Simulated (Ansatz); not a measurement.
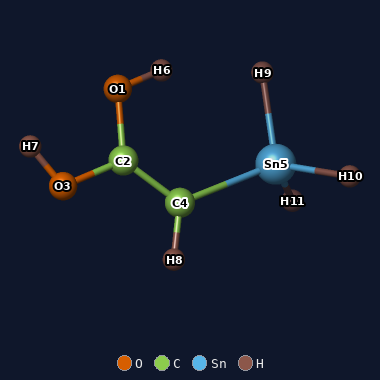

The system is C2H6O2Sn, SMILES OC(O)=[CH][SnH3]; the picture shows the reference structure. 
- Coordinates scanned: (1) dihedral O1–C2–C4–Sn5; (2) dihedral C4–C2–O3–H7.
- Nothing is relaxed (all other coordinates rigid).
- The grid has 18 × 18 points.
- Points are written as (first, second).
- All energies are given in kJ/mol relative to the lowest grid point.
- The dihedral twists a double bond; near 90° a spin-restricted reference is unreliable.
- Computed with Ansatz 0.2.0, RKS B3LYP-D4/def2-SVP.

Its coordinates:

```
atom    x (Å)    y (Å)    z (Å)
   O   0.5858   0.4085   1.6601
   C   0.9030  -0.4979   0.7064
   O   1.9123  -1.2797   1.1246
   C   0.3255  -0.6427  -0.5055
  Sn  -1.2654   0.5702  -1.1987
   H  -0.1431   0.9734   1.3563
   H   2.1634  -0.9950   2.0160
   H   0.7278  -1.4388  -1.1344
   H  -1.5828   1.6844   0.0986
   H  -0.8560   1.4806  -2.5993
   H  -2.7052  -0.3199  -1.5034
```

Range: dihedral O1–C2–C4–Sn5 from −180 to 160°; dihedral C4–C2–O3–H7 from −180 to 160°.

Predict the map.

Answer. The lowest grid point is at (0°, −180°). There are further wells near (−180°, −180°) (6 kJ/mol above the lowest at that grid point); (0°, 0°) (7 kJ/mol above the lowest at that grid point); (−180°, 0°) (10 kJ/mol above the lowest at that grid point). The highest grid point, (100°, −100°), lies 246 kJ/mol above the lowest. On the interpolated surface the easiest way out of the lowest well to the well at (0°, 0°) passes a barrier of about 27 kJ/mol. Round the minimum the valley is somewhat tilted: raising dihedral O1–C2–C4–Sn5 shifts the best value of dihedral C4–C2–O3–H7 upwards (coupling k₁₂/√(k₁₁k₂₂) about −0.3).

```csv
"dihedral C4–C2–O3–H7 ↓, dihedral O1–C2–C4–Sn5 →",−160,−120,−80,−40,0,40,80,120,160
140,34,150,190,58,9,80,212,117,20
100,46,167,227,82,24,93,241,148,38
60,39,141,222,88,23,77,214,153,43
20,26,114,179,67,10,58,173,124,27
−20,27,124,173,58,10,67,179,114,26
−60,43,153,214,77,23,88,222,141,39
−100,38,148,241,93,24,82,227,167,46
−140,20,117,212,80,9,58,189,150,34
−180,19,116,177,57,0,57,177,116,19
```

The table holds every second grid line.

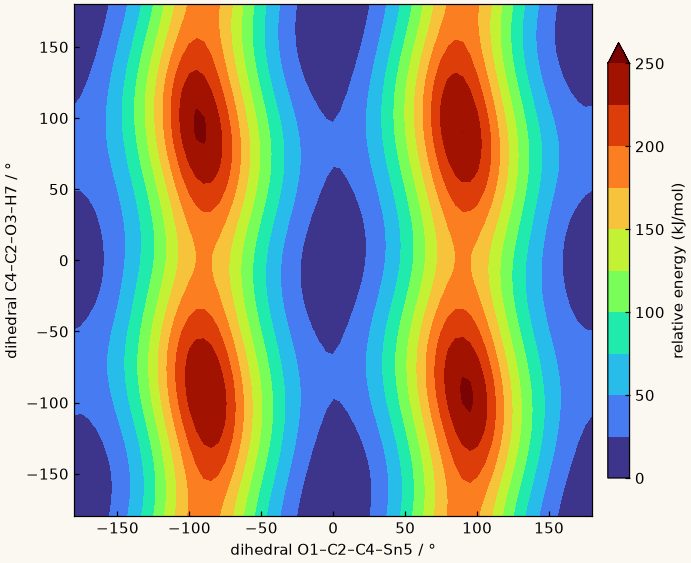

Drawn: filled contours, one colour for all values above the top of the scale. Between grid points the surface is interpolated.

Time for the 324 points that were run: 16 min on 1 thread of AMD EPYC 9R45 96-Core Processor (Zen 5) (shared host).
